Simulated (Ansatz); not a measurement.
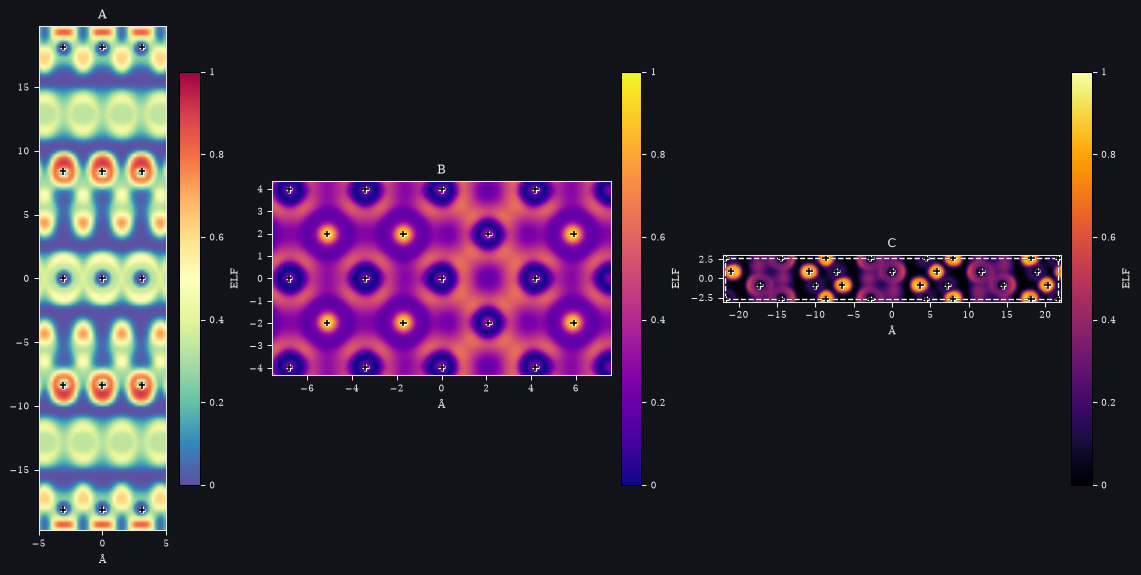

The ELF of 3 systems, each on a plane through atoms (crosses mark nuclei in the plane).

The calculation used DFT PBE, scalar-relativistic, plane waves, PAW in Ansatz.

System 1: SnGe₂N₂, the (100) plane of the conventional cell. Space group R-3m; a generated structure, not necessarily the stable one.

System 2: Al₅Cu₃, the (11̄0) plane of the conventional cell. Space group P4/mmm; a generated structure, not necessarily the stable one; computed without spin polarisation.

```xyz
8
Lattice="2.8142 0.0000 0.0000 0.0000 2.8142 0.0000 0.0000 0.0000 14.4161" Properties=species:S:1:pos:R:3 pbc="T T T"
Al    0.0000    0.0000   12.3196
Al    0.0000    0.0000    2.0965
Al    0.0000    0.0000    5.5005
Al    0.0000    0.0000    8.9156
Al    1.4071    1.4071    0.0000
Cu    1.4071    1.4071    3.8041
Cu    1.4071    1.4071    7.2080
Cu    1.4071    1.4071   10.6120
```

System 3: Ga₂Sn₂O₃, the (110) plane of the conventional cell. Space group R-3m; a generated structure, not necessarily the stable one.

```
Ga Sn O
1.0
     3.10794    0.00000    0.00000
    -1.55397    2.69155    0.00000
     0.00000    0.00000   43.42901
Ga Sn O
6 6 9
Direct
  0.66667 0.33333 0.03227
  0.33333 0.66667 0.36560
  0.00000 0.00000 0.69893
  0.00000 0.00000 0.30107
  0.66667 0.33333 0.63440
  0.33333 0.66667 0.96773
  0.00000 0.00000 0.13445
  0.66667 0.33333 0.46778
  0.33333 0.66667 0.80112
  0.66667 0.33333 0.19888
  0.33333 0.66667 0.53222
  0.00000 0.00000 0.86555
  0.33333 0.66667 0.04891
  0.00000 0.00000 0.38225
  0.66667 0.33333 0.71558
  0.33333 0.66667 0.28442
  0.00000 0.00000 0.61775
  0.66667 0.33333 0.95109
  0.00000 0.00000 0.00000
  0.66667 0.33333 0.33333
  0.33333 0.66667 0.66667
```

Which map belongs to which system?

Panel A is system 1, SnGe₂N₂: the plane holds Sn, Ge and N. Sn–Sn (3.10 Å): the ELF is about 0.40 at the midpoint. Panel B is system 2, Al₅Cu₃: the plane holds Al and Cu. Al–Cu (2.62 Å): the ELF is about 0.45 at the midpoint. Panel C is system 3, Ga₂Sn₂O₃: the plane holds Ga, Sn and O. Ga–O (1.93 Å): the ELF peaks at about 0.85 in the valence shell of O, 0.6 Å from its nucleus, and is about 0.35 at the midpoint.
